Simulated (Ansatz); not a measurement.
C2H6ClFSi2: geometry relaxation (part 2 of 2)

C2H6ClFSi2; RKS PBE-D4/6-31G (Ansatz 0.2.0). It belongs to a series of runs on one base structure; here: end point B relaxed.

Geometry of the input (Å):
```
C  1.5806  -0.5023  -0.7150
C  0.3354  -0.1376  -0.1960
Si -0.8284  -1.2998  0.6575
F  -1.2242  -0.6428  1.9597
Si -0.4343  1.5267  -0.2449
Cl 0.7571  2.6319  1.0379
H  1.9608  -1.4656  -0.6748
H  2.1972  0.2948  -1.2359
H  -2.0241  -1.5127  -0.2150
H  -0.1955  -2.6550  0.8431
H  -1.8337  1.6027  0.3159
H  -0.3087  2.1563  -1.5569
```

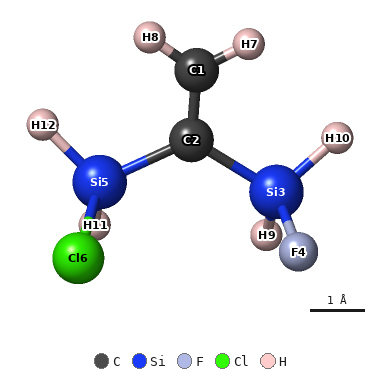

Figure 1. The geometry at step 19 of the log (ball-and-stick view, seen at a tilt; atoms are numbered from 1 in the order of the input).

### Trajectory as extended XYZ, continued
```
12
Properties=species:S:1:pos:R:3:forces:R:3 step=9 energy=-33145.06853
C     1.4548   -0.4956   -0.7377   -0.0038   0.0189  -0.0507
C     0.2640   -0.1250   -0.2012    0.0210  -0.0212   0.0020
Si   -0.7982   -1.4286    0.6769   -0.0068   0.0324   0.0558
F    -1.0652   -0.9588    2.3087   -0.0008  -0.0212  -0.0214
Si   -0.3581    1.6667   -0.3246   -0.0327   0.0700   0.0236
Cl    0.5546    2.9087    1.2547   -0.0125  -0.0335  -0.0488
H     1.8351   -1.5232   -0.6564    0.0027   0.0008   0.0087
H     2.1034    0.2005   -1.2869   -0.0123  -0.0055   0.0197
H    -2.1631   -1.5362    0.0329   -0.0091   0.0037  -0.0103
H    -0.0484   -2.7432    0.6527    0.0090  -0.0159   0.0024
H    -1.8508    1.7383   -0.1032    0.0473  -0.0125  -0.0290
H     0.0540    2.2930   -1.6404   -0.0019  -0.0160   0.0480
12
Properties=species:S:1:pos:R:3:forces:R:3 step=10 energy=-33145.07016
C     1.4459   -0.4954   -0.7513    0.0037   0.0014  -0.0081
C     0.2619   -0.1257   -0.2008   -0.0279   0.0123   0.0451
Si   -0.7949   -1.4260    0.6908    0.0087  -0.0085  -0.0160
F    -1.0544   -0.9664    2.3250    0.0000   0.0015   0.0039
Si   -0.3548    1.6684   -0.3254   -0.0014  -0.0016  -0.0117
Cl    0.5241    2.8976    1.2763   -0.0056  -0.0043  -0.0015
H     1.8297   -1.5214   -0.6705    0.0087  -0.0054  -0.0047
H     2.0863    0.2044   -1.3038    0.0093  -0.0047  -0.0130
H    -2.1631   -1.5309    0.0509    0.0007   0.0050   0.0031
H    -0.0448   -2.7414    0.6589   -0.0015  -0.0050   0.0034
H    -1.8510    1.7381   -0.1502    0.0030   0.0034  -0.0050
H     0.0973    2.2953   -1.6244    0.0022   0.0059   0.0045
12
Properties=species:S:1:pos:R:3:forces:R:3 step=11 energy=-33145.07137
C     1.4253   -0.5024   -0.7845   -0.0251   0.0339   0.0372
C     0.2595   -0.1250   -0.1996   -0.0133   0.0040   0.0333
Si   -0.7821   -1.4194    0.7198    0.0203  -0.0211  -0.0672
F    -1.0160   -0.9633    2.3563   -0.0046   0.0165   0.0472
Si   -0.3444    1.6722   -0.3320   -0.0333   0.0460  -0.0295
Cl    0.4206    2.8687    1.3573   -0.0328  -0.0375  -0.0582
H     1.8104   -1.5274   -0.7047    0.0137  -0.0243  -0.0199
H     2.0482    0.1943   -1.3602    0.0170  -0.0142  -0.0190
H    -2.1597   -1.5235    0.0995    0.0029   0.0067   0.0070
H    -0.0333   -2.7354    0.6767   -0.0019  -0.0055   0.0007
H    -1.8546    1.7446   -0.2628    0.0885   0.0114  -0.0045
H     0.2082    2.3132   -1.5902   -0.0312  -0.0159   0.0729
12
Properties=species:S:1:pos:R:3:forces:R:3 step=12 energy=-33145.07220
C     1.4220   -0.5025   -0.7886   -0.0754  -0.0013  -0.0196
C     0.2617   -0.1245   -0.1925   -0.0165   0.0188   0.0319
Si   -0.7770   -1.4192    0.7320    0.0237  -0.0248  -0.0746
F    -1.0052   -0.9752    2.3727    0.0009   0.0185   0.0406
Si   -0.3419    1.6728   -0.3353    0.0043   0.0308  -0.0141
Cl    0.3843    2.8654    1.3707   -0.0283  -0.0217  -0.0218
H     1.8023   -1.5303   -0.7210    0.0301  -0.0072   0.0080
H     2.0323    0.1915   -1.3808    0.0347  -0.0086   0.0035
H    -2.1573   -1.5138    0.1146    0.0118   0.0041   0.0132
H    -0.0319   -2.7382    0.6802   -0.0102   0.0114  -0.0032
H    -1.8511    1.7489   -0.3044    0.0528   0.0053   0.0007
H     0.2439    2.3216   -1.5721   -0.0281  -0.0251   0.0353
12
Properties=species:S:1:pos:R:3:forces:R:3 step=13 energy=-33145.07307
C     1.4177   -0.5054   -0.7941   -0.0238   0.0096   0.0346
C     0.2633   -0.1236   -0.1886   -0.0132   0.0082  -0.0174
Si   -0.7739   -1.4192    0.7362    0.0130  -0.0034  -0.0316
F    -0.9890   -0.9848    2.3825    0.0070   0.0048   0.0103
Si   -0.3401    1.6734   -0.3386    0.0194   0.0152   0.0165
Cl    0.3575    2.8664    1.3773   -0.0145  -0.0140  -0.0069
H     1.8013   -1.5324   -0.7213    0.0056   0.0026  -0.0086
H     2.0307    0.1873   -1.3860    0.0076  -0.0167  -0.0034
H    -2.1589   -1.5008    0.1280    0.0102   0.0000   0.0112
H    -0.0364   -2.7422    0.6717   -0.0098   0.0164  -0.0048
H    -1.8464    1.7528   -0.3262    0.0008  -0.0055  -0.0003
H     0.2565    2.3252   -1.5653   -0.0024  -0.0171   0.0004
12
Properties=species:S:1:pos:R:3:forces:R:3 step=14 energy=-33145.07395
C     1.4108   -0.5080   -0.8031   -0.0172   0.0066   0.0473
C     0.2636   -0.1213   -0.1858    0.0104   0.0045  -0.0375
Si   -0.7679   -1.4152    0.7477    0.0048   0.0057  -0.0004
F    -0.9555   -0.9963    2.4025    0.0126  -0.0062  -0.0196
Si   -0.3355    1.6765   -0.3438    0.0068  -0.0070   0.0261
Cl    0.2991    2.8563    1.4060   -0.0127  -0.0160  -0.0288
H     1.7936   -1.5357   -0.7310   -0.0065   0.0121  -0.0096
H     2.0204    0.1809   -1.4035   -0.0051  -0.0168   0.0041
H    -2.1624   -1.4805    0.1592    0.0117  -0.0005   0.0128
H    -0.0407   -2.7427    0.6605   -0.0112   0.0186  -0.0037
H    -1.8415    1.7554   -0.3814   -0.0020  -0.0023   0.0025
H     0.2983    2.3272   -1.5518    0.0086   0.0012   0.0069
12
Properties=species:S:1:pos:R:3:forces:R:3 step=15 energy=-33145.07412
C     1.3941   -0.5154   -0.8219   -0.0063   0.0073   0.0629
C     0.2616   -0.1169   -0.1823    0.0711  -0.0027  -0.0713
Si   -0.7536   -1.4058    0.7752   -0.0382   0.0136   0.1323
F    -0.8549   -1.0328    2.4547    0.0255  -0.0479  -0.1738
Si   -0.3277    1.6820   -0.3602   -0.0394   0.0472   0.0399
Cl    0.1453    2.8362    1.4670   -0.0319  -0.0757  -0.1381
H     1.7737   -1.5453   -0.7510   -0.0343   0.0301  -0.0062
H     1.9984    0.1635   -1.4405   -0.0371  -0.0135   0.0272
H    -2.1769   -1.4247    0.2496    0.0508   0.0005   0.0317
H    -0.0571   -2.7457    0.6200   -0.0303   0.0441   0.0072
H    -1.8318    1.7617   -0.5261    0.1021   0.0034   0.0152
H     0.4111    2.3398   -1.5090   -0.0322  -0.0063   0.0730
12
Properties=species:S:1:pos:R:3:forces:R:3 step=16 energy=-33145.07623
C     1.4017   -0.5146   -0.8111   -0.0085   0.0018   0.0255
C     0.2607   -0.1189   -0.1866    0.0461   0.0019  -0.0531
Si   -0.7578   -1.4081    0.7660   -0.0272   0.0191   0.1069
F    -0.8579   -1.0320    2.4427    0.0177  -0.0355  -0.1158
Si   -0.3325    1.6783   -0.3622   -0.0077   0.0455   0.0561
Cl    0.1732    2.8430    1.4436   -0.0168  -0.0463  -0.0631
H     1.7783   -1.5452   -0.7404   -0.0169   0.0241   0.0041
H     2.0120    0.1657   -1.4213   -0.0249  -0.0090   0.0186
H    -2.1796   -1.4292    0.2425    0.0224   0.0040   0.0147
H    -0.0636   -2.7475    0.6145   -0.0122   0.0193  -0.0013
H    -1.8354    1.7606   -0.4959    0.0366  -0.0114  -0.0061
H     0.3831    2.3446   -1.5162   -0.0086  -0.0136   0.0135
12
Properties=species:S:1:pos:R:3:forces:R:3 step=17 energy=-33145.07914
C     1.4055   -0.5119   -0.8042    0.0298  -0.0335  -0.0095
C     0.2613   -0.1188   -0.1895   -0.0733   0.0365   0.0558
Si   -0.7585   -1.4004    0.7738    0.0233  -0.0104  -0.0316
F    -0.7928   -1.0668    2.4573    0.0069  -0.0058  -0.0005
Si   -0.3346    1.6746   -0.3722    0.0023   0.0067  -0.0232
Cl    0.1235    2.8311    1.4423   -0.0053   0.0030   0.0107
H     1.7803   -1.5415   -0.7307    0.0160  -0.0140   0.0002
H     2.0161    0.1701   -1.4097    0.0142   0.0059  -0.0144
H    -2.1937   -1.3797    0.2945   -0.0054   0.0112   0.0120
H    -0.0986   -2.7484    0.5688   -0.0051  -0.0099   0.0063
H    -1.8315    1.7474   -0.5458   -0.0048   0.0018  -0.0018
H     0.4051    2.3408   -1.5090    0.0013   0.0085  -0.0039
12
Properties=species:S:1:pos:R:3:forces:R:3 step=18 energy=-33145.08157
C     1.4096   -0.5122   -0.7942    0.0403  -0.0843  -0.1174
C     0.2660   -0.1153   -0.1856   -0.1632   0.0585   0.1350
Si   -0.7485   -1.3873    0.7990   -0.0487  -0.0672   0.1017
F    -0.6259   -1.1581    2.5063   -0.0141  -0.0486  -0.2497
Si   -0.3346    1.6707   -0.4046   -0.0403   0.0653  -0.0356
Cl   -0.0501    2.8074    1.4596   -0.0098  -0.0067  -0.0117
H     1.7770   -1.5431   -0.7196    0.0563  -0.0366   0.0189
H     2.0120    0.1621   -1.4146    0.0635   0.0262  -0.0084
H    -2.2214   -1.2544    0.4337    0.1583  -0.0156   0.0663
H    -0.1779   -2.7627    0.4690   -0.0744   0.1292   0.0600
H    -1.8172    1.7345   -0.7006    0.0666  -0.0028   0.0037
H     0.4931    2.3550   -1.4728   -0.0345  -0.0174   0.0372
12
Properties=species:S:1:pos:R:3:forces:R:3 step=19 energy=-33145.08152 accepted=F
C     1.4030   -0.5176   -0.8075    0.2197   0.0287   0.1863
C     0.2631   -0.1156   -0.1929   -0.1575   0.0044   0.0304
Si   -0.7507   -1.3860    0.7939   -0.0534  -0.0754   0.0931
F    -0.5931   -1.1755    2.4981   -0.0093  -0.0258  -0.1701
Si   -0.3382    1.6706   -0.4093   -0.0293   0.0342  -0.0613
Cl   -0.0582    2.8068    1.4534   -0.0082  -0.0019   0.0104
H     1.7926   -1.5382   -0.6958   -0.0325  -0.0399  -0.0915
H     2.0310    0.1668   -1.3921   -0.0242  -0.0234  -0.0919
H    -2.2275   -1.2364    0.4632    0.1266  -0.0046   0.0368
H    -0.2077   -2.7668    0.4510   -0.0477   0.1080   0.0308
H    -1.8175    1.7300   -0.7109    0.0250   0.0036   0.0078
H     0.4854    2.3586   -1.4756   -0.0093  -0.0079   0.0191
12
Properties=species:S:1:pos:R:3:forces:R:3 step=20 energy=-33145.08625
C     1.4096   -0.5149   -0.7978    0.0110  -0.0089  -0.0022
C     0.2652   -0.1138   -0.1872   -0.0522  -0.0043   0.0217
Si   -0.7484   -1.3871    0.7949   -0.0245  -0.0237   0.0018
F    -0.6147   -1.1650    2.4927    0.0108  -0.0043   0.0035
Si   -0.3364    1.6731   -0.4060   -0.0099   0.0132  -0.0170
Cl   -0.0573    2.8070    1.4594   -0.0075  -0.0005  -0.0020
H     1.7826   -1.5441   -0.7138    0.0137  -0.0196  -0.0050
H     2.0214    0.1605   -1.4091    0.0232   0.0089  -0.0136
H    -2.2175   -1.2503    0.4496    0.0411   0.0033   0.0041
H    -0.1946   -2.7623    0.4705   -0.0154   0.0378  -0.0031
H    -1.8152    1.7339   -0.7055    0.0133  -0.0011  -0.0002
H     0.4874    2.3596   -1.4721   -0.0038  -0.0008   0.0121
12
Properties=species:S:1:pos:R:3:forces:R:3 step=21 energy=-33145.08865
C     1.4105   -0.5185   -0.7980   -0.0070   0.0029   0.0025
C     0.2655   -0.1145   -0.1880    0.0069   0.0206   0.0003
Si   -0.7449   -1.3804    0.8058   -0.0114  -0.0129  -0.0080
F    -0.5543   -1.1978    2.5030    0.0091   0.0026  -0.0025
Si   -0.3374    1.6721   -0.4168    0.0072  -0.0138   0.0012
Cl   -0.1278    2.7967    1.4632   -0.0052  -0.0019   0.0013
H     1.7810   -1.5494   -0.7159    0.0019  -0.0008   0.0069
H     2.0266    0.1552   -1.4084   -0.0036  -0.0005  -0.0039
H    -2.2171   -1.2061    0.5036    0.0045   0.0050   0.0085
H    -0.2296   -2.7578    0.4406   -0.0053   0.0002  -0.0022
H    -1.8057    1.7285   -0.7616    0.0012  -0.0038  -0.0056
H     0.5156    2.3686   -1.4519    0.0017   0.0023   0.0013
12
Properties=species:S:1:pos:R:3:forces:R:3 step=22 energy=-33145.09043
C     1.4134   -0.5217   -0.7969   -0.0026   0.0015  -0.0084
C     0.2683   -0.1132   -0.1890    0.0473   0.0322  -0.0215
Si   -0.7391   -1.3675    0.8226   -0.0346  -0.0325   0.1322
F    -0.4306   -1.2604    2.5168   -0.0305  -0.0100  -0.1814
Si   -0.3379    1.6704   -0.4376   -0.0171  -0.0102   0.0201
Cl   -0.2651    2.7681    1.4750   -0.0091  -0.0359  -0.0739
H     1.7852   -1.5523   -0.7069   -0.0162   0.0189   0.0008
H     2.0294    0.1461   -1.4154   -0.0192  -0.0085   0.0259
H    -2.2210   -1.1139    0.6173    0.0845  -0.0179   0.0234
H    -0.3071   -2.7555    0.3804   -0.0297   0.0563   0.0281
H    -1.7849    1.7110   -0.8772    0.0510   0.0109   0.0212
H     0.5717    2.3856   -1.4135   -0.0238  -0.0048   0.0335
12
Properties=species:S:1:pos:R:3:forces:R:3 step=23 energy=-33145.09173
C     1.4144   -0.5249   -0.7983    0.0001   0.0204   0.0158
C     0.2693   -0.1150   -0.1905    0.0547   0.0142  -0.0452
Si   -0.7382   -1.3679    0.8224   -0.0287  -0.0126   0.0828
F    -0.4207   -1.2630    2.5115   -0.0127  -0.0040  -0.0952
Si   -0.3384    1.6676   -0.4399   -0.0057   0.0148   0.0305
Cl   -0.2780    2.7706    1.4667    0.0000  -0.0245  -0.0205
H     1.7847   -1.5563   -0.7094   -0.0198   0.0239   0.0015
H     2.0355    0.1445   -1.4104   -0.0307  -0.0153   0.0143
H    -2.2175   -1.1104    0.6268    0.0361  -0.0057   0.0104
H    -0.3170   -2.7560    0.3796   -0.0102   0.0197   0.0079
H    -1.7839    1.7144   -0.8775    0.0287  -0.0123  -0.0063
H     0.5720    2.3930   -1.4055   -0.0118  -0.0186   0.0041
12
Properties=species:S:1:pos:R:3:forces:R:3 step=24 energy=-33145.09255
C     1.4153   -0.5242   -0.7984   -0.0002   0.0203   0.0183
C     0.2703   -0.1136   -0.1911    0.0521  -0.0043  -0.0489
Si   -0.7378   -1.3637    0.8250   -0.0062   0.0064   0.0272
F    -0.3993   -1.2692    2.5074    0.0015  -0.0002  -0.0106
Si   -0.3392    1.6674   -0.4418    0.0161  -0.0185   0.0174
Cl   -0.2998    2.7568    1.4712   -0.0061  -0.0069  -0.0144
H     1.7839   -1.5563   -0.7108   -0.0178   0.0251   0.0025
H     2.0382    0.1455   -1.4083   -0.0317  -0.0164   0.0111
H    -2.2144   -1.0944    0.6486   -0.0103   0.0056  -0.0001
H    -0.3355   -2.7518    0.3729    0.0033  -0.0143  -0.0066
H    -1.7768    1.7067   -0.8999   -0.0039   0.0001   0.0015
H     0.5773    2.3934   -1.3993    0.0031   0.0031   0.0027
12
Properties=species:S:1:pos:R:3:forces:R:3 step=25 energy=-33145.09320
C     1.4190   -0.5255   -0.7974   -0.0222   0.0036  -0.0252
C     0.2727   -0.1144   -0.1938    0.0484  -0.0055  -0.0217
Si   -0.7357   -1.3579    0.8310   -0.0028   0.0101   0.0227
F    -0.3528   -1.2878    2.5049   -0.0003  -0.0036  -0.0022
Si   -0.3380    1.6646   -0.4482   -0.0004  -0.0036   0.0133
Cl   -0.3581    2.7414    1.4726    0.0013  -0.0117  -0.0173
H     1.7861   -1.5579   -0.7092   -0.0085   0.0200   0.0087
H     2.0377    0.1407   -1.4148   -0.0114  -0.0053   0.0261
H    -2.2106   -1.0590    0.6930   -0.0060   0.0032  -0.0026
H    -0.3704   -2.7489    0.3558    0.0023  -0.0100  -0.0035
H    -1.7649    1.6992   -0.9399   -0.0006   0.0009  -0.0024
H     0.5973    2.4021   -1.3785    0.0000   0.0018   0.0042
12
Properties=species:S:1:pos:R:3:forces:R:3 step=26 energy=-33145.09272 accepted=F
C     1.4186   -0.5295   -0.8047    0.0406   0.0174   0.0494
C     0.2749   -0.1160   -0.1997    0.0028  -0.0178  -0.0105
Si   -0.7325   -1.3476    0.8418   -0.0176  -0.0128   0.0502
F    -0.2767   -1.3179    2.5018   -0.0273  -0.0094  -0.0777
Si   -0.3387    1.6595   -0.4602   -0.0173   0.0384   0.0084
Cl   -0.4447    2.7107    1.4753    0.0032  -0.0283  -0.0524
H     1.7907   -1.5585   -0.7051   -0.0166  -0.0023  -0.0215
H     2.0430    0.1382   -1.4138   -0.0168  -0.0070  -0.0124
H    -2.2049   -1.0004    0.7658    0.0539  -0.0168   0.0057
H    -0.4273   -2.7434    0.3286   -0.0113   0.0371   0.0263
H    -1.7476    1.6861   -1.0080    0.0307   0.0100   0.0148
H     0.6273    2.4155   -1.3463   -0.0243  -0.0084   0.0196
12
Properties=species:S:1:pos:R:3:forces:R:3 step=27 energy=-33145.09350
C     1.4199   -0.5269   -0.8001   -0.0037   0.0010  -0.0101
C     0.2743   -0.1154   -0.1968    0.0164  -0.0090  -0.0105
Si   -0.7339   -1.3524    0.8370   -0.0063   0.0007   0.0133
F    -0.3162   -1.3015    2.5037   -0.0045  -0.0035  -0.0128
Si   -0.3388    1.6613   -0.4549    0.0022   0.0142   0.0128
Cl   -0.4001    2.7231    1.4733   -0.0023  -0.0082  -0.0143
H     1.7868   -1.5588   -0.7106   -0.0016   0.0078   0.0060
H     2.0407    0.1402   -1.4136   -0.0071  -0.0027   0.0064
H    -2.2071   -1.0302    0.7285    0.0078  -0.0011   0.0005
H    -0.3986   -2.7463    0.3450   -0.0009   0.0039   0.0040
H    -1.7563    1.6933   -0.9747    0.0059   0.0010   0.0020
H     0.6115    2.4104   -1.3612   -0.0059  -0.0040   0.0028
12
Properties=species:S:1:pos:R:3:forces:R:3 step=28 energy=-33145.09354
C     1.4200   -0.5278   -0.8021    0.0071   0.0028   0.0064
C     0.2751   -0.1159   -0.1982    0.0063  -0.0091  -0.0045
Si   -0.7335   -1.3506    0.8384   -0.0015   0.0011   0.0049
F    -0.3059   -1.3055    2.5023   -0.0024  -0.0027  -0.0011
Si   -0.3380    1.6607   -0.4558   -0.0082   0.0097   0.0012
Cl   -0.4146    2.7172    1.4741    0.0025  -0.0052  -0.0090
H     1.7892   -1.5583   -0.7084   -0.0050   0.0011  -0.0048
H     2.0403    0.1391   -1.4160   -0.0036  -0.0010   0.0009
H    -2.2054   -1.0213    0.7387    0.0042  -0.0001  -0.0007
H    -0.4078   -2.7452    0.3424   -0.0002   0.0026   0.0023
H    -1.7524    1.6921   -0.9832    0.0021   0.0008  -0.0001
H     0.6152    2.4122   -1.3567   -0.0013   0.0000   0.0045
```

### Key numbers

| quantity | value |
| --- | --- |
| outcome | converged |
| total energy | −33145.0936 eV |
| mean-field energy | −33144.7563 eV |
| largest force (length of the vector) at the end | 0.013 eV/Å |
| hardware | 1 thread of Arm Neoverse V2, 24 GiB of memory available, shared host |
| wall time | 2.4 min |
| peak memory | 0.15 GiB |
